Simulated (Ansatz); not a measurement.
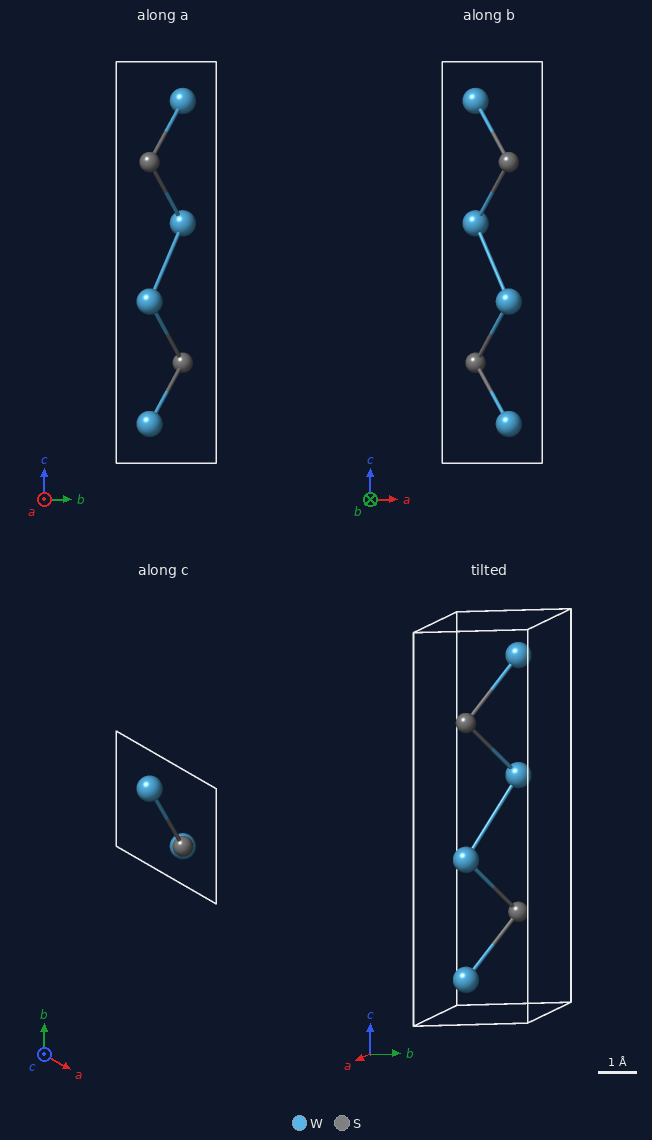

Ball-and-stick drawing of the structure, looking along the a axis, along the b axis, along the c axis and slightly off an axis. The edges of the conventional unit cell are marked.

Lattice parameters: a = 3.1033 Å, b = 3.1033 Å, c = 10.8152 Å, α = 90.000°, β = 90.000°, γ = 120.000°.

**Convert the drawing into a CIF in P1 with every atom of the cell, with free fractional coordinates to two decimals.**

```cif
data_structure
_symmetry_space_group_name_H-M 'P 1'
_symmetry_Int_Tables_number 1
_cell_length_a 3.1033
_cell_length_b 3.1033
_cell_length_c 10.8152
_cell_angle_alpha 90.000
_cell_angle_beta 90.000
_cell_angle_gamma 120.000
_cell_volume 90.20
loop_
_atom_site_label
_atom_site_type_symbol
_atom_site_fract_x
_atom_site_fract_y
_atom_site_fract_z
_atom_site_occupancy
W1 W 0.3333 0.6667 0.60 1
W2 W 0.6667 0.3333 0.10 1
W3 W 0.3333 0.6667 0.90 1
W4 W 0.6667 0.3333 0.40 1
S1 S 0.3333 0.6667 0.25 1
S2 S 0.6667 0.3333 0.75 1
```

The cell started as a structure type filled with these elements by a generator (whether the compound takes this form wasn't checked). The geometry is the end of a relaxation with Ansatz 0.2.0, DFT PBE, scalar-relativistic, plane waves, PAW.
